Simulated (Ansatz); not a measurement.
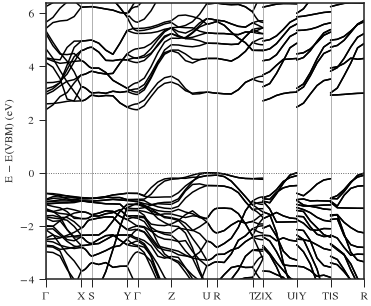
Figure: Band structure from PBE (plane waves, PAW; program Ansatz)

The gap is 2.37 eV; an edge lies off the plotted path or next to a special point (maximum on the Z–U line, 95 % of the way from Z, minimum at Γ).

Problem. Which compound is it?
A) ZnGaNO, Pna2_1 (Zn on 4a, Ga on 4a, O on 4a, N on 4a)
B) Nb2O5, Pmmn (Nb on 4e, O on 2a, O on 4e, O on 4e)
C) HfO2, Pca2_1 (Hf on 4a, O on 4a, O on 4a)
D) Sn3O4, Pbam (Sn on 4h, Sn on 2c, O on 4g, O on 4h)

Solution. B, Nb2O5, Pmmn (Nb on 4e, O on 2a, O on 4e, O on 4e)

The start of the workflow was typed in or built on a structure type; neither database checked (COD, Materials Project) lists it. COD files the formula under space group No. 3, 15, 139. Whether it is the stable phase at ambient conditions was not checked. The PBE relaxation kept the symmetry of its start; its stability against distortions is not shown here. The workflow began spin-polarised and lost its moments. Spin–orbit coupling is left out wherever it is not named.

Potentials: the earlier of the program's two PAW sets.
